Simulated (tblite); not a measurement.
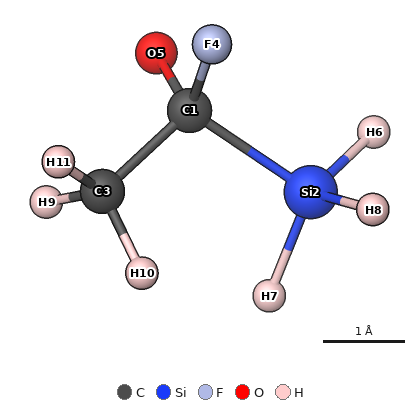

Fig. 1: The starting structure (ball-and-stick view, seen at a tilt; atoms are numbered from 1 in the order of the input). Bond lengths as drawn: C–C 1.54 Å, C–F 1.37 Å, C–H 1.09 to 1.13 Å, C–O 1.40 Å, C–Si 1.86 Å and H–Si 1.47 to 1.48 Å.

# Geometry relaxation of C2H6FOSi (part 1 of 2)

- system: C2H6FOSi, multiplicity 2
- method: GFN2-xTB geometry optimisation, gas phase (tblite 0.8.0)

**Output**
```
step      E/eV     max force
  0    -483.85140    5.873
  1    -484.51822    1.914
  2    -484.61143    1.259
  3    -484.65720    0.423
  4    -484.67323    0.410
  5    -484.70184    0.457
  6    -484.71501    0.334
  7    -484.72335    0.284
  8    -484.73184    0.315
  9    -484.74025    0.334
 10    -484.74782    0.308
 11    -484.75519    0.257
 12    -484.76141    0.211
 13    -484.76596    0.169
 14    -484.76925    0.166
 15    -484.77220    0.194
 16    -484.77610    0.254
 17    -484.78098    0.242
 18    -484.78536    0.197
 19    -484.78800    0.120
 20    -484.78943    0.116
 21    -484.79077    0.134
 22    -484.79243    0.110
 23    -484.79427    0.120
 24    -484.79634    0.158
 25    -484.79892    0.187
 26    -484.80200    0.208
 27    -484.80500    0.148
 28    -484.80753    0.157
 29    -484.80976    0.181
 30    -484.81244    0.195
 31    -484.81631    0.214
 32    -484.82093    0.149
 33    -484.82459    0.156
 34    -484.82792    0.195
 35    -484.83132    0.225
 36    -484.82082    0.489
 37    -484.83732    0.147
 38    -484.83966    0.134
 39    -484.84580    0.120
 40    -484.84768    0.146
 41    -484.85423    0.208
 42    -484.85767    0.191
 43    -484.86327    0.217
 44    -484.87092    0.213
 45    -484.87606    0.241
 46    -484.87513    0.403
 47    -484.88114    0.112
 48    -484.88252    0.107
 49    -484.88450    0.088
 50    -484.88519    0.074
 51    -484.88577    0.066
 52    -484.88614    0.045
 53    -484.88664    0.077
 54    -484.88752    0.116
 55    -484.88894    0.124
 56    -484.89104    0.116
 57    -484.89160    0.310
 58    -484.89805    0.297
 59    -484.92686    0.845
 60    -484.86254    1.402
 61    -484.93470    1.495
 62    -485.07063    0.982
 63    -485.04328    1.067
 64    -485.16763    0.656
 65    -485.16411    3.427
 66    -485.29359    1.199
 67    -485.43315    1.441
 68    -485.47269    0.982
 69    -485.54049    0.894
 70    -485.58950    0.572
 71    -485.64681    0.733
 72    -485.70555    1.211
 73    -485.75828    0.839
 74    -485.83807    0.774
 75    -485.90409    0.639
 76    -485.93626    1.290
 77    -485.97462    0.394
 78    -485.99359    0.290
 79    -486.00018    0.202
 80    -486.00572    0.153
 81    -486.01107    0.153
 82    -486.01533    0.156
 83    -486.01885    0.154
 84    -486.02101    0.130
 85    -486.02250    0.092
 86    -486.02405    0.120
 87    -486.02632    0.141
 88    -486.02913    0.175
 89    -486.03213    0.181
 90    -486.03528    0.184
 91    -486.03899    0.208
 92    -486.04353    0.246
 93    -486.04899    0.254
 94    -486.05467    0.184
 95    -486.05864    0.129
 96    -486.06077    0.111
 97    -486.06196    0.103
 98    -486.06280    0.094
 99    -486.06345    0.091
100    -486.06417    0.071
101    -486.06469    0.060
102    -486.06499    0.053
103    -486.06530    0.044
104    -486.06557    0.044
105    -486.06582    0.041
106    -486.06609    0.046
107    -486.06639    0.049
108    -486.06680    0.057
109    -486.06736    0.060
110    -486.06813    0.065
111    -486.06899    0.062
112    -486.06968    0.058
113    -486.07014    0.059
114    -486.07061    0.074
115    -486.07112    0.082
116    -486.07192    0.079
117    -486.07288    0.067
118    -486.07372    0.065
119    -486.07439    0.070
120    -486.07538    0.077
121    -486.07639    0.091
122    -486.07760    0.096
123    -486.07748    0.192
124    -486.07927    0.090
125    -486.08020    0.088
126    -486.08217    0.208
127    -486.08399    0.102
128    -486.08523    0.089
129    -486.08169    0.380
130    -486.08705    0.054
131    -486.08781    0.046
132    -486.08829    0.171
133    -486.08913    0.053
134    -486.08939    0.040
135    -486.08985    0.045
136    -486.09001    0.032
137    -486.09019    0.035
138    -486.09064    0.053
139    -486.09134    0.092
140    -486.09243    0.157
141    -486.09380    0.170
142    -486.08713    0.448
143    -486.09614    0.106
144    -486.09700    0.086
145    -486.09808    0.125
146    -486.09870    0.076
147    -486.10004    0.049
148    -486.10087    0.078
149    -486.10175    0.095
150    -486.10228    0.080
151    -486.10257    0.052
152    -486.10283    0.068
153    -486.10300    0.046
154    -486.10314    0.033
155    -486.10330    0.034
156    -486.10350    0.046
157    -486.10374    0.043
158    -486.10397    0.036
159    -486.10411    0.025
160    -486.10420    0.047
161    -486.10426    0.031
162    -486.10430    0.023
163    -486.10433    0.017
164    -486.10437    0.014
165    -486.10442    0.015
166    -486.10449    0.023
167    -486.10458    0.034
168    -486.10473    0.040
169    -486.10494    0.038
170    -486.10517    0.031
171    -486.10536    0.027
172    -486.10553    0.026
173    -486.10572    0.028
174    -486.10592    0.038
175    -486.10603    0.028
176    -486.10615    0.021
177    -486.10619    0.017
178    -486.10620    0.011
179    -486.10621    0.008
180    -486.10622    0.005
```

**Trajectory as extended XYZ (Å, eV, eV/Å), 27 frames, from step=0 to step=180**
```
11
Properties=species:S:1:pos:R:3:forces:R:3 step=0 energy=-483.85140
C    -0.3261    0.6511   -0.1775   -3.7380   1.3290  -4.3310
Si    1.4272    0.0614    0.0065    2.6590  -0.4470  -0.4570
C    -1.2201   -0.5555    0.1591    0.6820  -1.4770  -0.5990
F    -0.5809    1.6334    0.7431    0.2340   0.4390   0.1260
O    -0.5332    1.0807   -1.4957    1.3030  -1.1610   4.2890
H     2.2747    0.8723   -0.8934   -0.1960  -0.1750   0.2540
H     1.4172   -1.3687   -0.3898    0.0680   0.3640   0.0100
H     1.8174    0.2170    1.4179   -0.2220  -0.0010  -0.1210
H    -1.5706   -0.9780   -0.8198    0.1560   0.4190   0.9110
H    -0.5748   -1.3646    0.6249   -1.2390   0.8080  -0.0450
H    -2.0720   -0.2581    0.7702    0.2930  -0.0970  -0.0370
11
Properties=species:S:1:pos:R:3:forces:R:3 step=7 energy=-484.72335
C    -0.4608    0.6548   -0.2746    0.1570  -0.2360   0.0210
Si    1.5794    0.0490   -0.0095   -0.1040   0.0890  -0.0700
C    -1.2516   -0.5858    0.1312   -0.0290   0.0410   0.0530
F    -0.5535    1.6320    0.7585    0.0160  -0.1150   0.0670
O    -0.4441    1.1088   -1.4222    0.0080  -0.0460   0.0200
H     2.3106    0.9094   -0.9220    0.0380  -0.0090   0.0750
H     1.4515   -1.3525   -0.4134    0.1520   0.0830  -0.0510
H     1.7901    0.2188    1.4270    0.0040  -0.0010  -0.0830
H    -1.6221   -1.0279   -0.7945   -0.0460  -0.0130   0.2000
H    -0.6699   -1.3266    0.6831   -0.0510   0.1190  -0.0850
H    -2.0710   -0.2891    0.7818   -0.1450   0.0880  -0.1450
11
Properties=species:S:1:pos:R:3:forces:R:3 step=14 energy=-484.76925
C    -0.4479    0.6038   -0.2701    0.1380  -0.0090   0.0210
Si    1.5801    0.0785   -0.0403    0.0420  -0.0380  -0.0240
C    -1.2985   -0.5861    0.1394    0.0150  -0.0110  -0.0040
F    -0.5146    1.5629    0.7978   -0.0170   0.0150  -0.0550
O    -0.3985    1.0846   -1.4097   -0.1160  -0.0270   0.0160
H     2.3532    0.9453   -0.9087   -0.0470   0.0710   0.0240
H     1.5511   -1.3149   -0.4648    0.0250  -0.0710  -0.0900
H     1.7802    0.2242    1.3940    0.0220   0.0220   0.0710
H    -1.6814   -1.0779   -0.7502    0.0870   0.0100  -0.0690
H    -0.7249   -1.2989    0.7283   -0.1490  -0.0030   0.0720
H    -2.1400   -0.2305    0.7297    0.0000   0.0420   0.0390
11
Properties=species:S:1:pos:R:3:forces:R:3 step=21 energy=-484.79077
C    -0.4265    0.5612   -0.2594    0.0050   0.1340   0.0020
Si    1.6012    0.0671   -0.0567   -0.0230   0.0140  -0.0220
C    -1.3229   -0.5880    0.1541    0.0170  -0.0280   0.0100
F    -0.4778    1.5327    0.8051    0.0620   0.0160  -0.0270
O    -0.4114    1.0439   -1.4002    0.0310  -0.0290  -0.0210
H     2.3451    1.0077   -0.8773   -0.0630   0.0200   0.0080
H     1.6363   -1.3078   -0.5475   -0.0140   0.0070  -0.0080
H     1.7867    0.2296    1.3800    0.0290  -0.0750   0.0430
H    -1.6649   -1.0915   -0.7442    0.0050  -0.0510  -0.0310
H    -0.8326   -1.3001    0.8104    0.0400   0.0020   0.0560
H    -2.1743   -0.1638    0.6812   -0.0880  -0.0100  -0.0090
11
Properties=species:S:1:pos:R:3:forces:R:3 step=28 energy=-484.80753
C    -0.4204    0.5571   -0.2518   -0.0270   0.0000  -0.0060
Si    1.5951    0.0598   -0.0577    0.0650  -0.0390   0.0040
C    -1.3354   -0.5780    0.1729    0.0090   0.0300   0.0130
F    -0.4084    1.5627    0.7810   -0.1200  -0.1020   0.0110
O    -0.4005    1.0051   -1.4074    0.0070   0.0020  -0.0300
H     2.2637    1.0807   -0.8458    0.0010  -0.0130   0.0450
H     1.6669   -1.2912   -0.6140   -0.0320   0.0630   0.0010
H     1.8222    0.1354    1.3876   -0.0250  -0.0540  -0.0840
H    -1.6037   -1.1302   -0.7262    0.0400  -0.0080   0.0670
H    -0.8788   -1.2522    0.8947    0.0010   0.0900   0.0120
H    -2.2419   -0.1582    0.6124    0.0800   0.0300  -0.0330
11
Properties=species:S:1:pos:R:3:forces:R:3 step=35 energy=-484.83132
C    -0.4126    0.5289   -0.2552    0.0070  -0.1450  -0.0040
Si    1.6140    0.0498   -0.0890   -0.1240  -0.0850   0.0810
C    -1.3534   -0.5564    0.2026    0.0340   0.0420  -0.0260
F    -0.3957    1.5254    0.7692   -0.0110   0.2240  -0.0120
O    -0.3584    0.9369   -1.4260    0.0130   0.1070   0.0320
H     2.1629    1.2154   -0.7427    0.1620   0.0520   0.0150
H     1.7296   -1.2262   -0.7797   -0.0310  -0.0050  -0.0910
H     1.8621   -0.0772    1.3506   -0.0280   0.0330  -0.0630
H    -1.4938   -1.2500   -0.6156   -0.0050  -0.1580  -0.0460
H    -0.9894   -1.0633    1.0851    0.0790  -0.1110   0.1350
H    -2.3065   -0.0924    0.4462   -0.0960   0.0460  -0.0210
11
Properties=species:S:1:pos:R:3:forces:R:3 step=42 energy=-484.85767
C    -0.4110    0.5402   -0.2549   -0.0210   0.0160  -0.0120
Si    1.5923    0.0329   -0.1053   -0.0800   0.0580   0.0050
C    -1.3355   -0.5555    0.2291    0.0880   0.0060  -0.0510
F    -0.4475    1.5809    0.7190    0.0280   0.0170   0.1420
O    -0.3413    0.9426   -1.4302    0.0000  -0.1840  -0.0540
H     2.1790    1.2419   -0.6406    0.1290   0.0240  -0.0030
H     1.6772   -1.1797   -0.9026   -0.0250  -0.0140  -0.0770
H     1.8587   -0.2036    1.3147   -0.0370   0.0040   0.0180
H    -1.3929   -1.3491   -0.5140    0.0240   0.1130   0.0350
H    -1.0031   -0.9654    1.1821   -0.0850   0.0980  -0.0530
H    -2.3173   -0.0945    0.3483   -0.0220  -0.1370   0.0490
11
Properties=species:S:1:pos:R:3:forces:R:3 step=49 energy=-484.88450
C    -0.4149    0.5415   -0.2448    0.0000   0.0170   0.0410
Si    1.5777    0.0352   -0.1402   -0.0150   0.0260  -0.0090
C    -1.3335   -0.5412    0.2647    0.0190  -0.0420   0.0030
F    -0.4627    1.6147    0.6893    0.0030  -0.0140  -0.0550
O    -0.3078    0.8772   -1.4441    0.0270  -0.0130   0.0670
H     2.2385    1.2716   -0.5191   -0.0290  -0.0400  -0.0080
H     1.6319   -1.0861   -1.0657    0.0120   0.0200   0.0010
H     1.8286   -0.3407    1.2581   -0.0190  -0.0030  -0.0270
H    -1.2642   -1.4121   -0.3839   -0.0070   0.0640   0.0480
H    -1.0776   -0.8092    1.2886   -0.0520   0.0170  -0.0680
H    -2.3572   -0.1598    0.2425    0.0610  -0.0330   0.0070
11
Properties=species:S:1:pos:R:3:forces:R:3 step=56 energy=-484.89104
C    -0.4025    0.5332   -0.2053    0.0010   0.0050   0.0250
Si    1.5588    0.0382   -0.1860   -0.0280  -0.0200   0.0240
C    -1.3372   -0.5321    0.2982    0.0360   0.0560   0.0000
F    -0.4896    1.6355    0.6592   -0.0300   0.0770   0.0810
O    -0.2207    0.8250   -1.4203    0.0690  -0.0720   0.0000
H     2.2186    1.2977   -0.4506    0.0170   0.0490   0.0180
H     1.6487   -1.0011   -1.1916   -0.0010  -0.0730  -0.0080
H     1.7976   -0.4673    1.1834    0.0400   0.0390  -0.0850
H    -1.1732   -1.4555   -0.2448   -0.0460  -0.0250  -0.0790
H    -1.1832   -0.6964    1.3601    0.0110   0.0150   0.0520
H    -2.3585   -0.1863    0.1432   -0.0690  -0.0520  -0.0270
11
Properties=species:S:1:pos:R:3:forces:R:3 step=63 energy=-485.04328
C    -0.4284    0.4830   -0.0094    0.4590  -0.1410   0.3000
Si    1.5748    0.0861   -0.4027   -0.8230   0.4150  -0.2120
C    -1.4340   -0.5230    0.3621   -0.0050   0.1570   0.3810
F    -0.4895    1.6429    0.6755   -0.4190   0.6450   0.4730
O     0.0386    0.6128   -1.2304    0.9540  -0.1660  -0.4480
H     2.2946    1.3450   -0.3570   -0.0300  -0.0130   0.0470
H     1.8725   -0.8483   -1.4543    0.2610  -0.3810  -0.0780
H     1.6760   -0.5414    0.9545    0.2180  -0.1110  -0.2570
H    -1.1339   -1.4896   -0.0055   -0.1010  -0.2120  -0.2850
H    -1.5221   -0.5703    1.4376    0.0030  -0.0120   0.3660
H    -2.3898   -0.2061   -0.0249   -0.5160  -0.1800  -0.2860
11
Properties=species:S:1:pos:R:3:forces:R:3 step=70 energy=-485.58950
C    -0.5303    0.4710    0.1457   -0.0600   0.1900  -0.4960
Si    1.8063    0.1190   -0.6006   -0.2310  -0.0160   0.5230
C    -1.5934   -0.4973    0.4196   -0.2920  -0.2130  -0.2800
F    -0.5118    1.6690    0.7938   -0.1240  -0.1430  -0.0860
O     0.2094    0.4067   -0.9794   -0.0560  -0.0210   0.5070
H     2.3944    1.4195   -0.3580    0.2930   0.1090  -0.1900
H     2.2248   -0.8078   -1.6101    0.2480  -0.0350  -0.3880
H     1.6502   -0.5408    0.7055    0.4080  -0.1570  -0.0500
H    -1.2699   -1.5009    0.0944   -0.0640   0.4610   0.1820
H    -1.8120   -0.4962    1.4823   -0.1510  -0.0540   0.0590
H    -2.5091   -0.2513   -0.1477    0.0270  -0.1210   0.2200
11
Properties=species:S:1:pos:R:3:forces:R:3 step=77 energy=-485.97462
C    -0.7530    0.5805   -0.0550   -0.1630   0.3420   0.0350
Si    1.8695    0.1289   -0.5213   -0.0520  -0.2150   0.0800
C    -1.7184   -0.4643    0.3929    0.2240   0.1230   0.1310
F    -0.4536    1.5620    0.8661   -0.1740  -0.2140  -0.0020
O     0.2564    0.3116   -0.8597    0.1780  -0.2270  -0.0420
H     2.5321    1.4282   -0.4678   -0.0830  -0.0230   0.1200
H     2.3248   -0.6791   -1.6379   -0.0870   0.0110  -0.1380
H     1.8966   -0.6588    0.7200    0.1740   0.1970  -0.0240
H    -1.3383   -1.4413    0.1265    0.2180  -0.2520   0.0090
H    -1.8737   -0.3997    1.4695    0.0510   0.0350  -0.0170
H    -2.6836   -0.3771   -0.0879   -0.2860   0.2240  -0.1520
```
